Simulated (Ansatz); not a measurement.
```xyz
13

C     0.0611    1.0409   -1.6025
C    -0.0270   -0.1656   -0.6932
C     0.0504    0.1720    0.7780
C    -0.0568   -0.9867    1.7346
O     0.1885    1.3053    1.1665
H    -0.7485    1.7429   -1.3977
H     0.9982    1.5774   -1.4480
H     0.0023    0.7417   -2.6506
H     0.7723   -0.8863   -0.9068
H    -0.9575   -0.7235   -0.8562
H     0.7151   -1.7310    1.5202
H     0.0440   -0.6351    2.7597
H    -1.0216   -1.4870    1.6111
```

Geometry: PBE0-D4/def2-TZVP.

Computed with Ansatz, RKS PBE0-D4/def2-TZVPP.

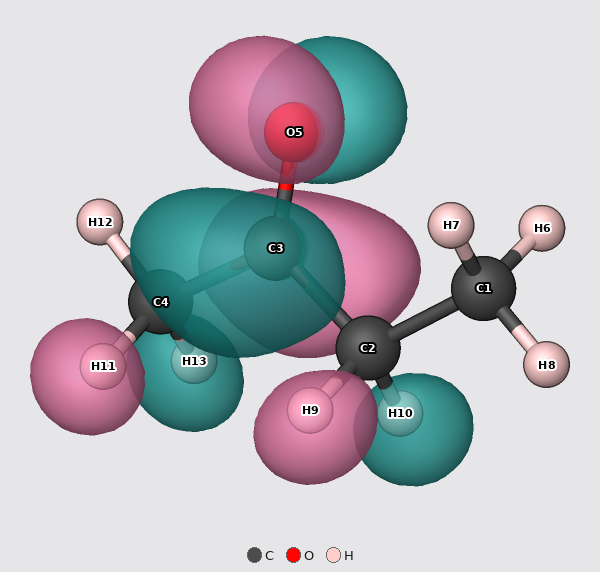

C4H8O (SMILES CCC(C)=O). One frontier orbital at ±0.1 Å⁻³ᐟ² (teal and pink are the two phases), seen at a tilt.

Question: Which orbital is it: HOMO or LUMO?

Answer: The LUMO, at −0.27 eV. It lies mainly on C3 (about 40 %), O5 (about 30 %) and C4 (about 5 %); π-antibonding (π*) across C3–O5.
